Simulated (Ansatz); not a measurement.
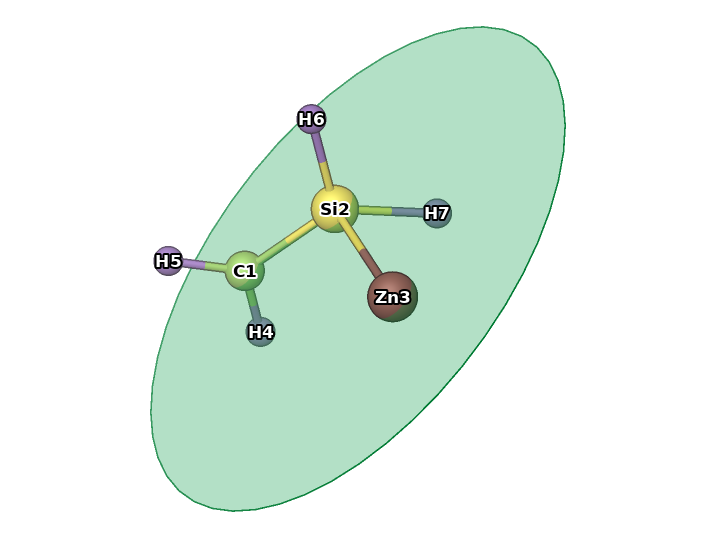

A disc through the centre of mass is drawn in. Distant atoms are faded towards the background colour. The geometry was computed by an optimisation with PBE-D4/def2-SVP. No frequency run is at hand to confirm it as a minimum.

Q: Is the plane of the disc a mirror plane of the structure?

A: Yes. The reflection leaves C1, Si2, Zn3 in place and moves H4 ↔ H5; H6 ↔ H7. The point group is Cs.
